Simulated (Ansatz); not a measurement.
GaH3OCl: several calculations on one system

**1. Relaxation**

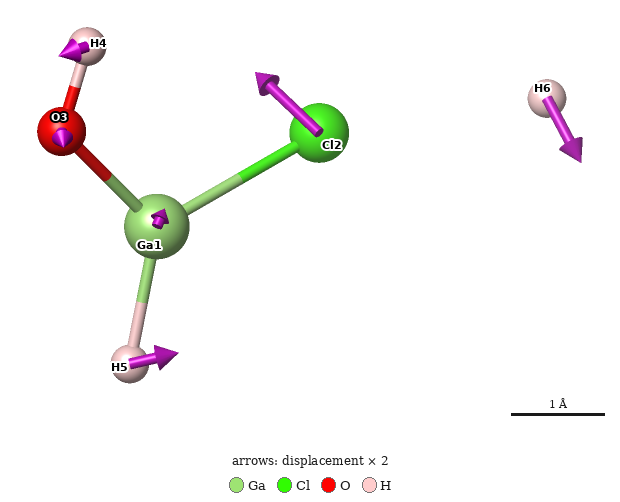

This is a relaxation of GaH$_{3}$OCl (multiplicity 2). The starting structure is drawn; purple arrows show the displacements, 2 times their true length. The two geometries are superimposed by the best rigid fit.

The picture is a ball-and-stick view, seen at a tilt.

The run prepares an end point of a later path (reaction) calculation, from a guessed geometry.

All numbers below come from UKS CAM-B3LYP-D4/def2-SVP (Ansatz 0.2.0). Set-up: collinear spin; force threshold 0.03 eV/Å; at most 50 steps.

What did the optimiser do to the structure, and how much energy did it gain?

Over 12 accepted moves (13 points after the start) the energy falls by 5.00 kJ/mol. Largest force component: 0.93 eV/Å at the start, 0.013 eV/Å at the end. The line search rejected the trial step at point 12 of the run. The forces were under the threshold at step 3, but the run went on from there. The atom that moves furthest after the best rigid fit is Cl2 (0.54 Å). By element the largest moves are Cl 0.54 Å, H 0.41 Å, O 0.13 Å, Ga 0.11 Å. Near-neighbour distances that change, for instance: Ga1–Cl2 2.212 → 2.149 Å.

Limits of the set-up: the start holds two separate molecules, 2.6 Å apart at their closest, whose relative position is a soft coordinate.

**2. Relaxation**

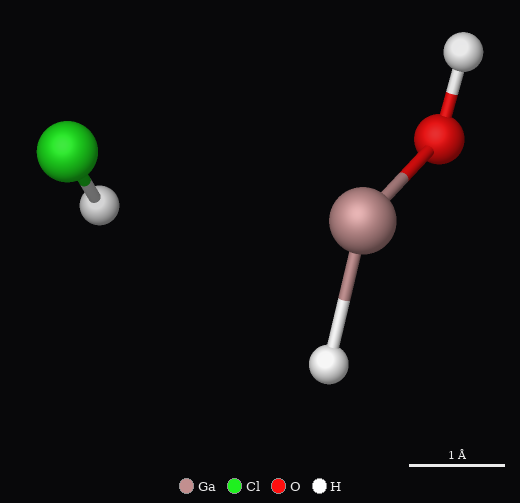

GaH$_{3}$OCl (multiplicity 2), before the relaxation. Style: ball-and-stick. Shown at a tilt.

The run prepares an end point of a later path (reaction) calculation, from a guessed geometry.

Method: Ansatz 0.2.0, UKS CAM-B3LYP-D4/def2-SVP.

Input
```yaml
crystal:
  periodic: [false, false, false]
  atoms:
    - { symbol: Ga, position_ang: [-0.254643, -0.657374, -0.473274] }
    - { symbol: Cl, position_ang: [-0.111867, -0.726554, 2.959751] }
    - { symbol: O, position_ang: [1.417135, -0.00363, -0.574624] }
    - { symbol: H, position_ang: [2.123435, -0.646434, -0.711204] }
    - { symbol: H, position_ang: [-1.327166, 0.514342, -0.254269] }
    - { symbol: H, position_ang: [0.193606, 0.56775, 2.97372] }
magnetization:
  spin_polarized: true
  initial_magnetization: 1
basis:
  gaussian: { orbitals: def2-SVP }
hamiltonian:
  xc: cam_b3lyp
  dispersion: d4
relax:
  f_tol: 0.03
  max_steps: 50
output:
  orbitals: {}
```

Launched with:
```bash
ansatz run input.yaml --threads 4 --pin off --max-ram 5120MiB --backend cpu --events-out ev --progress --plain --runs-dir out
```

Where does the relaxation end?

After 26 accepted moves (27 points after the start) the energy has fallen by 1.260 eV. The largest force component goes from 1.2 to 0.017 eV/Å. The line search rejected the trial step at point 25 of the run. The largest move after the best rigid fit is that of H6, 2.07 Å. By element the largest moves are H 2.07 Å, O 0.94 Å, Ga 0.79 Å, Cl 0.68 Å. Near-neighbour distances that change, for instance: O3–H6 3.797 → 0.976 Å, Ga1–Cl2 3.437 → 2.237 Å, Cl2–H6 1.330 → 2.454 Å, Ga1–O3 1.798 → 2.185 Å. New bonds form, among them: Ga1–Cl2 (3.44 → 2.24 Å), O3–H6 (3.80 → 0.98 Å). Bonds break, among them: Cl2–H6 (1.33 → 2.45 Å). Bond angles that change, for instance: O3–Ga1–H5 111.3° → 100.8°. Groups turn about Ga1–O3 by about 45°.

Final geometry:

```xyz
6

Ga   -0.6394   -0.7527    0.2067
Cl   -0.5489   -0.7950    2.4412
O     1.3109    0.2247    0.3361
H     2.0682   -0.2819    0.0093
H    -1.5258    0.4296   -0.3832
H     1.3755    0.2234    1.3099
```

After the run, drawn alike:

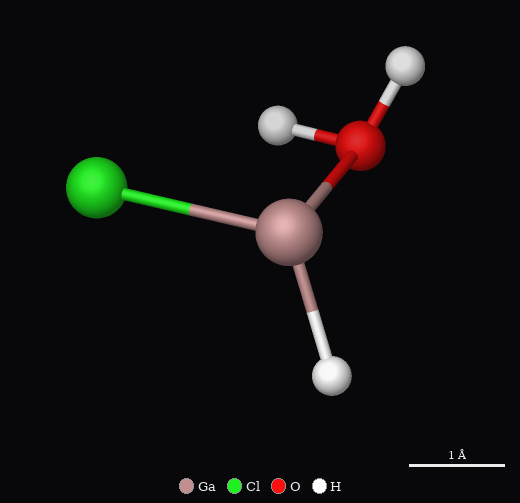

Limits of the set-up: the start holds two separate molecules, 3.4 Å apart at their closest, whose relative position is a soft coordinate.

**3. Path**

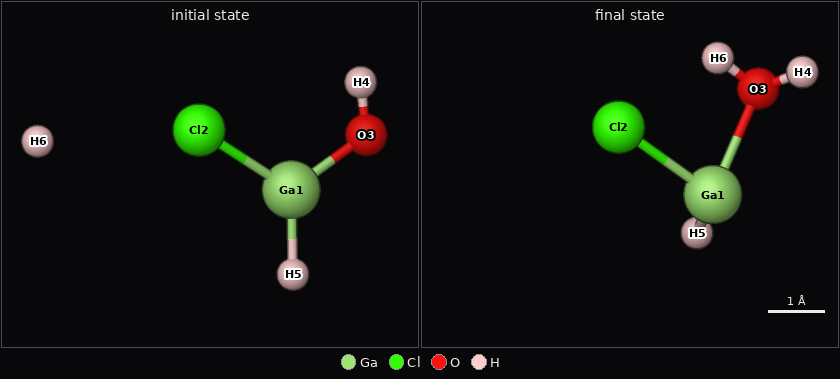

The two relaxed end points of a path for GaH₃OCl (multiplicity 2), made up at the start of GaH₂OCl and H. The picture is a ball-and-stick view, seen face on.

All numbers below come from Ansatz 0.2.0, UKS CAM-B3LYP-D4/def2-SVP.

Set-up: 5 movable images; climbing image; force threshold 0.03 eV/Å; iteration limit 60.

Start:
```xyz
6

Ga   -0.0600   -0.1352   -0.0651
Cl    0.2988   -0.9035    1.9091
O     1.3106   -0.2161   -1.1731
H     2.1218   -0.5963   -0.8156
H    -1.4150    0.4469   -0.5064
H    -0.2157    0.4523    4.5712
```

End:
```xyz
6

Ga   -0.5616   -0.7142    0.0287
Cl   -0.6874   -1.0769    2.2322
O     1.3176    0.2990    0.4953
H     2.1266   -0.1292    0.1805
H    -1.4419    0.5107   -0.4773
H     1.2871    0.1587    1.4607
```

> Predict the minimum-energy path and its barrier.

The energy climbs by 15.4 kcal/mol to image 3 and then falls by 46.0 kcal/mol, so the end point sits at −30.6 kcal/mol. Forming: O3–H6 (5.98 → 4.87 at the top → 0.98 Å). The band is converged.

Energies of the converged images:

```json
{"image": "0", "path (Å)": "0.00", "E (kcal/mol)": "0.0"}
{"image": "1", "path (Å)": "1.59", "E (kcal/mol)": "0.0"}
{"image": "2", "path (Å)": "3.17", "E (kcal/mol)": "-0.1"}
{"image": "3", "path (Å)": "4.76", "E (kcal/mol)": "15.4"}
{"image": "4", "path (Å)": "6.09", "E (kcal/mol)": "-2.5"}
{"image": "5", "path (Å)": "7.41", "E (kcal/mol)": "-7.1"}
{"image": "6", "path (Å)": "8.74", "E (kcal/mol)": "-30.6"}
```

The geometry at the top of the path:

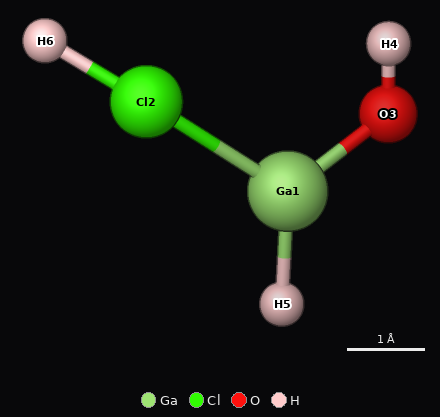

Limits of the set-up: the start holds two separate molecules, 3.0 Å apart at their closest, whose relative position is a soft coordinate.
